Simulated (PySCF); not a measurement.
Ionisation energy of neutral iodine ([Kr] 4d¹⁰ 5s² 5p⁵ → [Kr] 4d¹⁰ 5s² 5p⁴). PySCF, aug-cc-pwCVDZ-PP with a 28-electron core potential, unrestricted single determinants, no spin-orbit coupling. Methods marked “subvalence” freeze no core electrons.

The results, method by method:

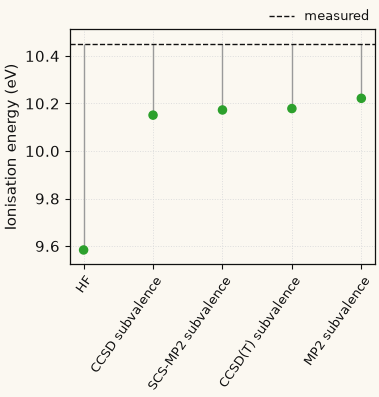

```
            Method  Ionisation energy (eV)
                HF                   9.584
    MP2 subvalence                  10.222
SCS-MP2 subvalence                  10.173
   CCSD subvalence                  10.151
CCSD(T) subvalence                  10.179
```

The values run from 9.584 eV (HF) to 10.222 eV (MP2 subvalence). The measured value is 10.451 eV; nearest to it come MP2 subvalence (−0.229) and CCSD(T) subvalence (−0.273), furthest HF (−0.868 eV).

Note: spin-orbit shift not estimated.
